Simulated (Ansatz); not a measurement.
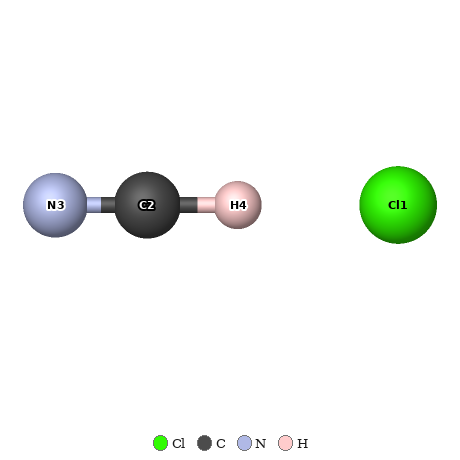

Interaction curve of the pair Cl⁻ (A) and CHN (B), SMILES [Cl-].C#N, from the arrangement drawn (closest contact, H···H pairs aside, Cl1···H4 2.01 Å; others can bind more strongly), without the energy that it costs to deform the partners. The Ansatz code 0.2.0, def2-TZVPPD, cores frozen in correlated methods. Fragment B of a pair is moved rigidly from the minimum (PBE0-D4/def2-TZVPD) along the line between the fragments' mean atom positions; interaction energies with counterpoise. Splines pass through the computed points, which are marked.

Methods: ωB97M-V, CCSD, CCSD(T), r2SCAN-D4, PBE0-D4 and HF.

Question: Where is the minimum of each curve?

Answer: ωB97M-V: near 0.04 Å, −23.65 kcal/mol; CCSD: near 0.08 Å, −21.96 kcal/mol; CCSD(T): near 0.07 Å, −22.23 kcal/mol; r2SCAN-D4: near 0.00 Å, −24.49 kcal/mol; PBE0-D4: near 0.00 Å, −24.99 kcal/mol; HF: near 0.15 Å, −21.53 kcal/mol (from the spline).

Question: What values does the calculation give?

Answer: In kcal/mol:
```
shift of fragment B (Å)  ωB97M-V    CCSD  CCSD(T)  r2SCAN-D4  PBE0-D4      HF
                  −0.20   −21.52  −19.15   −19.64     −22.98   −23.48  −17.48
                  −0.10   −23.02  −20.94   −21.34     −24.17   −24.67  −19.75
                   0.00   −23.60  −21.77   −22.10     −24.50   −24.99  −20.97
                   0.10   −23.57  −21.95   −22.21     −24.25   −24.73  −21.48
                   0.24   −22.87  −21.50   −21.69     −23.32   −23.77  −21.38
                   0.50   −20.60  −19.60   −19.67     −20.80   −21.18  −19.90
                   1.00   −15.81  −15.26   −15.24     −15.82   −16.13  −15.89
                   2.01    −9.47   −9.27    −9.20      −9.40    −9.61   −9.91
```

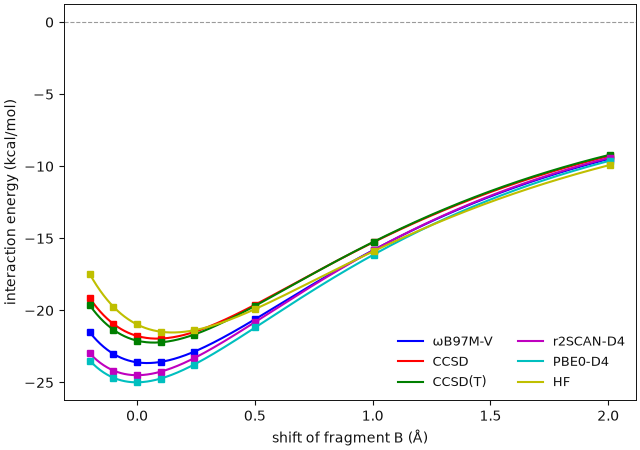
